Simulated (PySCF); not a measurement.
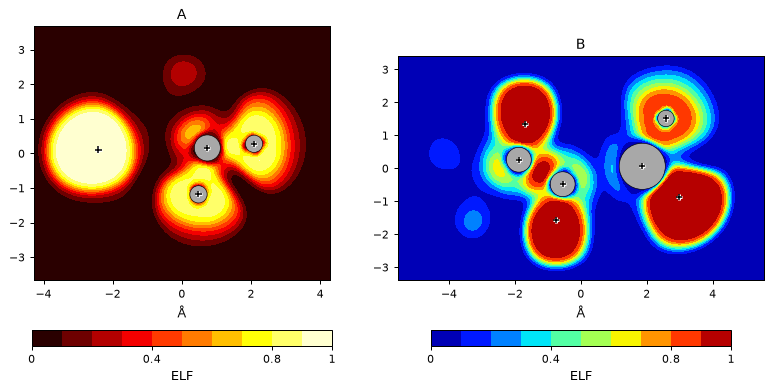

The ELF of 2 systems, each on a plane through atoms (crosses mark nuclei in the plane; grey discs cover the cores).

Theory: CAM-B3LYP/def2-SVPD, SCF density, gas phase (PySCF).

System 1: C$_{5}$H$_{11}$FSi, the plane of atoms C2, C3 and H13. Geometry: GFN2-xTB.

```yaml
atoms:
  - { symbol: C, position_ang: [2.3510, 0.1595, -0.5137] }
  - { symbol: C, position_ang: [1.2752, 0.0156, 0.5570] }
  - { symbol: C, position_ang: [-0.0910, 0.4799, 0.0717] }
  - { symbol: C, position_ang: [-0.7294, -0.4137, -1.0223] }
  - { symbol: Si, position_ang: [-2.3908, -0.4162, -0.0974] }
  - { symbol: F, position_ang: [-2.9485, -1.8773, 0.3235] }
  - { symbol: C, position_ang: [-1.2047, 0.3974, 1.1467] }
  - { symbol: H, position_ang: [2.0952, -0.4219, -1.3962] }
  - { symbol: H, position_ang: [2.4563, 1.2012, -0.8100] }
  - { symbol: H, position_ang: [3.3110, -0.1900, -0.1404] }
  - { symbol: H, position_ang: [1.5579, 0.6053, 1.4333] }
  - { symbol: H, position_ang: [1.2083, -1.0299, 0.8684] }
  - { symbol: H, position_ang: [-0.0095, 1.5065, -0.2934] }
  - { symbol: H, position_ang: [-0.2560, -1.3941, -1.0629] }
  - { symbol: H, position_ang: [-0.6827, 0.0109, -2.0217] }
  - { symbol: H, position_ang: [-3.5641, 0.2704, -0.6018] }
  - { symbol: H, position_ang: [-1.4694, 1.3593, 1.5783] }
  - { symbol: H, position_ang: [-0.9175, -0.2566, 1.9691] }
```

System 2: C$_{2}$H$_{6}$F$_{2}$Ge, the plane of atoms F1, C2 and F3. Geometry: GFN2-xTB.

```xyz
11

F    -0.8162    1.1507    1.1718
C    -1.2737    0.4565    0.0883
F    -2.5254    0.0494    0.4091
C    -0.3498   -0.6942   -0.1988
Ge    1.5016   -0.0166   -0.0456
H    -1.3588    1.1747   -0.7398
H    -0.5269   -1.4775    0.5391
H    -0.5708   -1.1033   -1.1831
H     1.6329    1.2413   -0.8397
H     1.8486    0.2557    1.3731
H     2.4439   -1.0341   -0.6006
```

Which map belongs to which system?

Panel A is system 2, C$_{2}$H$_{6}$F$_{2}$Ge: the plane holds F, C and H. C–F (1.35 Å): the ELF peaks at about 0.85 between the atoms (a polar covalent bond). Panel B is system 1, C$_{5}$H$_{11}$FSi: the plane holds C, Si, F and H. C–C (1.52 Å): the ELF peaks at about 0.95 between the atoms, as expected for a covalent bond.
